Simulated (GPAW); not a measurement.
Consider AlNi (Pm-3m).

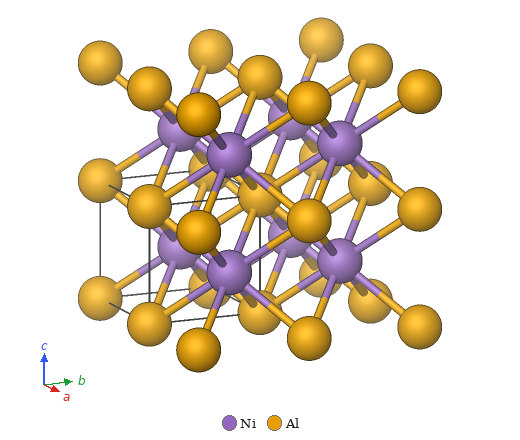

The structure (nickel purple, aluminium orange). 2×2×2 cells are drawn. Some periodic images of atoms are drawn too.

```cif
data_structure
_symmetry_space_group_name_H-M 'P 1'
_symmetry_Int_Tables_number 1
_cell_length_a 2.8810
_cell_length_b 2.8810
_cell_length_c 2.8810
_cell_angle_alpha 90.000
_cell_angle_beta 90.000
_cell_angle_gamma 90.000
_cell_volume 23.91
loop_
_atom_site_label
_atom_site_type_symbol
_atom_site_fract_x
_atom_site_fract_y
_atom_site_fract_z
_atom_site_occupancy
Ni1 Ni 0.50000 0.50000 0.50000 1
Al2 Al 0.00000 0.00000 0.00000 1
```

Absorber: atom 2, with 8 Ni at 2.50 Å and 6 Al at 2.88 Å (cube and octahedron, as in bcc, site symmetry m-3m). Method: GPAW, PBE, excited-electron core hole (neutral cell), 16-atom cell with 5.8 Å between holes, 6×6×6 k points, dipole transitions, Gaussian full width 0.9 eV up to 4 eV, rising linearly to 3.5 eV at 25 eV.

The database entry behind the starting cell differs from later determinations by our own check (about 0.2 % short), so it need not match the best structure at ambient conditions.

Q: Predict the near-edge structure at the Al K edge.

Main maxima up to 24 eV above the zero (height): 0.7 eV (0.53), 4.8 eV (1.92), 10.1 eV (1.11) and 12.6 eV (1.11). A K edge sees empty p states on the absorber. The total-energy difference is 1556.60 eV. The tabulated edge of the element is 1559 eV. The functional leaves an error of a few eV in such absolute values.

The Al K spectrum (energy from the lowest empty level; intensity scaled to a mean of 1 over the first 20 eV):

| E (eV) | intensity |
| --- | --- |
| -2.0 | 0.00 |
| -0.5 | 0.08 |
| 1.0 | 0.46 |
| 2.5 | 0.71 |
| 4.0 | 1.30 |
| 5.5 | 1.62 |
| 7.0 | 0.94 |
| 8.5 | 1.03 |
| 10.0 | 1.11 |
| 11.5 | 1.04 |
| 13.0 | 1.11 |
| 14.5 | 1.09 |
| 16.0 | 1.01 |
| 17.5 | 0.89 |
| 19.0 | 0.74 |
| 20.5 | 0.59 |
| 22.0 | 0.50 |
| 23.5 | 0.52 |
| 25.0 | 0.59 |
| 26.5 | 0.67 |
| 28.0 | 0.78 |
| 29.5 | 0.90 |
| 31.0 | 0.88 |

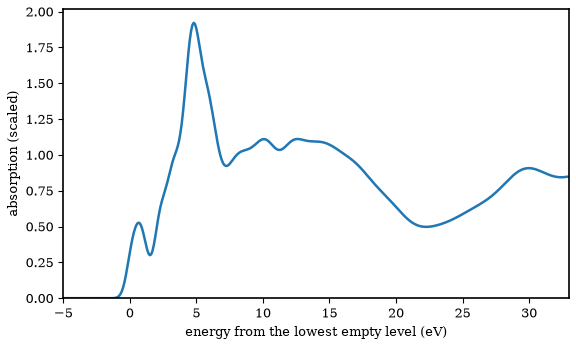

The Al K edge.

The hole lies in one spin channel, while the script sums the empty states of both and takes the lower zero; where the two channels are split, this blurs and shifts the curve. The starting moments shrank to 0.00 μB or less, so this is hardly a magnetic state. The holes are only 5.8 Å apart, so the shape is probably not converged with cell size; no larger cell was run here. Lifetime broadening is put in by hand, and intensities beyond about 20 eV depend on it and on the partial waves; weight that the partial waves miss at high energy is lost. The structure is a published determination, not relaxed.

[Banner, clock and machine lines of the logs are left out without a mark of their own.]

[Logs are printed without paths, hosts, clocks, repeated set-up lines and the standing remarks that a program may print on its own settings, such as how far it seeks lower states.]

[Hosts, paths, dates, database ids (printed as entryN), source tags and the programs' standing remarks are cut or masked in the printed files.]

[Lists of maxima count a maximum above −3 eV only where it reaches 4 % of the highest in the window and stands out from its surroundings by 2 % of it (1.5 % where it reaches 55 %); shoulders and weaker maxima are passed over, and of the rest the first, up to two pre-edge ones and the few strongest are named.]
